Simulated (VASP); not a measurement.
Band structure of WSi2 (MoSi2 type). These are PBE GGA with spin-orbit coupling, VASP's PBE PAW potentials (set 64) (plane waves; VASP) values and carry that method's errors.

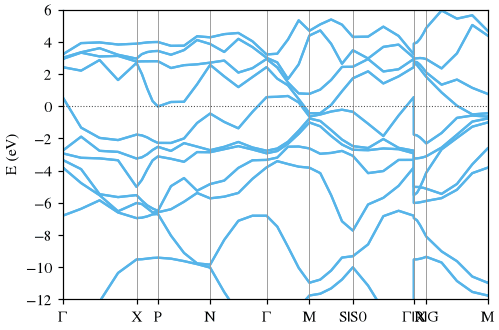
Figure: Bands along high-symmetry lines, zero at the valence-band maximum or, without a gap, the Fermi level

### Question
Read the plot: is there a gap, and where are the band edges?

### Answer
It has no gap at this level: it comes out as a metal or semimetal.

The compound is WSi2 in the MoSi2 type structure. It was relaxed first.
